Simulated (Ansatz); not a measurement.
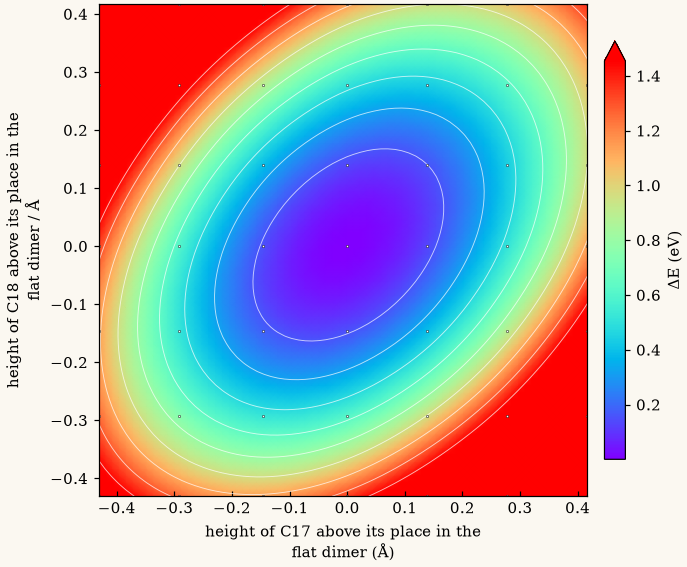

Energy landscape of a C(100) slab cut from the Fd-3m phase, its lower face capped with 4 H atoms (22 atoms in the cell). Two atoms of the surface dimers are held at set heights. First axis: height of C17 above its place in the flat dimer. Second axis: height of C18 above its place in the flat dimer. Relaxed at each point: all atoms of the upper layers, but for the two heights. Grid: 7 × 7 points; 28 points were computed and 21 follow by symmetry. Points are written as (first, second). Energies: eV, counted from the lowest grid point. Method: Ansatz, DFT LDA, scalar-relativistic, plane waves, PAW. Settings: cutoff 420 eV, k-mesh 10×5×1, gaussian smearing 0.05 eV, no spin polarisation.

In the figure: a smooth colour map with a few white contour lines, dots at the grid points, one colour for all values above the top of the scale. Between grid points the surface is interpolated. 

Question: Describe this landscape.

Answer: The lowest grid point is at (0.000 Å, 0.000 Å). It is the only kind of minimum in the scanned range. The highest grid point, (−0.431 Å, 0.417 Å), lies 3.51 eV above the lowest. Round the minimum the valley is somewhat tilted: raising the first coordinate shifts the best value of the second coordinate upwards (coupling k₁₂/√(k₁₁k₂₂) about −0.4).

Grid values (eV):

```tsv
second ↓, first →	−0.431	−0.292	−0.146	0.000	0.139	0.278	0.417
0.417	3.51	2.44	1.63	1.14	0.96	1.04	1.37
0.278	2.55	1.58	0.89	0.52	0.44	0.62	1.04
0.139	1.81	0.96	0.39	0.13	0.16	0.44	0.96
0.000	1.34	0.60	0.15	0.00	0.13	0.52	1.14
−0.146	1.14	0.52	0.18	0.15	0.39	0.89	1.63
−0.292	1.25	0.75	0.52	0.60	0.96	1.58	2.44
−0.431	1.66	1.25	1.14	1.34	1.81	2.55	3.51
```

The whole map (28 points run) took 14 min on 4 threads of Arm Neoverse V2, with other jobs on the host.
